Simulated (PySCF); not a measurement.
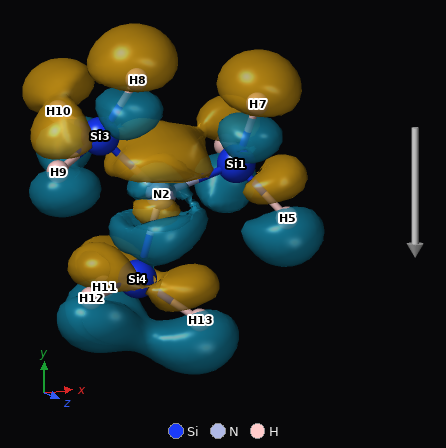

H9NSi3, SMILES `[SiH3]N([SiH3])[SiH3]`. Change of the electron density in a uniform field of 0.41 V/Å along −y (arrow), surfaces at ±0.003 e/Å³ (yellow: gain, teal: loss).

Level of theory: r2SCAN/def2-SVPD (PySCF), at a geometry from GFN2-xTB. No frequency check shows the geometry to be a minimum.

Input

```python
import numpy as np
from pyscf import gto, scf, dft
from pyscf.scf import atom_ks, atom_hf
from scipy.linalg import block_diag

def solve(mol, dm0=None, hcore=None):
    mf = (dft.UKS if mol.spin else dft.RKS)(mol, xc='r2scan')
    mf.grids.level = 3
    mf = mf.density_fit(auxbasis='def2-universal-jkfit')
    mf.conv_tol, mf.max_cycle = 1e-8, 80
    if hcore is not None:
        mf.get_hcore = lambda *args: hcore
    mf.kernel(dm0)
    if not mf.converged:
        mf = mf.newton().run(mf.mo_coeff, mf.mo_occ, max_cycle=30)
    assert mf.converged, 'SCF not converged'
    return mf

mol = gto.M(atom='''
Si     1.67659     0.46108    -0.01276
N      0.00033     0.00003     0.12861
Si    -1.23773     1.22120    -0.01269
Si    -0.43898    -1.68228    -0.01265
H      2.47439    -0.56744     0.65109
H      2.06327     0.56676    -1.42460
H      1.83589     1.75343     0.65110
H     -0.74555     2.42674     0.65101
H     -2.43622     0.71336     0.65119
H     -1.52360     1.50229    -1.42453
H     -0.54078    -2.07009    -1.42447
H     -1.72861    -1.85889     0.65119
H      0.60059    -2.46640     0.65114
''', basis='def2-svpd', charge=0, spin=0, verbose=4)
field = np.array([-0.0, -0.008, -0.0])  # atomic units
mol.set_common_orig(mol.atom_charges() @ mol.atom_coords() / mol.atom_charges().sum())
mf = solve(mol)
out = dict(dm0=mf.make_rdm1(), d0=mf.dip_moment(unit='AU'), e0=mf.e_tot)
for name, sign in (('p', 1), ('m', -1)):
    h = mf.get_hcore() + sign * np.einsum('x,xij->ij', field, mol.intor('int1e_r'))
    mi = solve(mol, mf.make_rdm1(), h)
    out.update({'dm' + name: mi.make_rdm1(), 'd' + name: mi.dip_moment(unit='AU'), 'e' + name: mi.e_tot})
# spherically averaged free atoms, for the promolecule
atm = atom_ks.get_atm_nrks(mol, xc='r2scan')
pro = block_diag(*[(atm[a[0]][2] * atm[a[0]][3]) @ atm[a[0]][2].T for a in mol._atom])
np.savez('result.npz', pro=pro, **out)
```

Command:

```sh
OMP_NUM_THREADS=1 python input.py
```

The run took 43 s on 1 thread of AMD EPYC 9R45 96-Core Processor (Zen 5), with other jobs on the host, peak memory 0.69 GiB.

Partitions, critical points and surface values were worked out afterwards from this run's density.

What dipole is induced, and what polarisability does it imply?

Answer. The induced dipole is 1.86 D (along the field); α along this axis, from the fields in both directions, is 92 bohr³ (13.6 Å³).

Which atoms gain and lose the most charge?

Answer. Electrons gather most on H7 and H8 alike (Hirshfeld charge changes by −0.019 e) and leave Si4 most (+0.017 e); 0.161 electrons are displaced in all.
